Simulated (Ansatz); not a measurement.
Response to strain in Sn

The reference is Sn in the diamond structure (space group Fd-3m, No. 227; relaxed with 0.1 eV smearing).

```
CELL_PARAMETERS angstrom
      0.00000     3.32790     3.32790
      3.32790     0.00000     3.32790
      3.32790     3.32790     0.00000
ATOMIC_POSITIONS crystal
  Sn 0.50000 0.50000 0.50000
  Sn 0.75000 0.75000 0.75000
```

Cartesian axes are those of the cell as printed.

Strains are applied to the cell and any free atomic positions relax; under biaxial strain the out-of-plane vector relaxes too.

Level of theory: Ansatz (a first-principles code), PBE, PAW, cutoff 420 eV, no spin-orbit coupling, earlier PAW set.

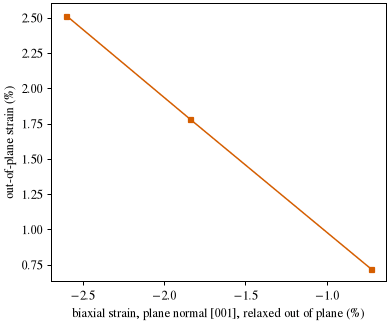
Out-of-plane strain against biaxial strain, plane normal [001], relaxed out of plane

From the plot, what is the out-of-plane strain for biaxial strain −0.73 %, plane normal [001], relaxed out of plane?

About 0.7 %.

Is the trend monotonic over the range shown?

Yes, it falls throughout, spanning +0.72 % to +2.52 %.

No phonon test of stability was made.
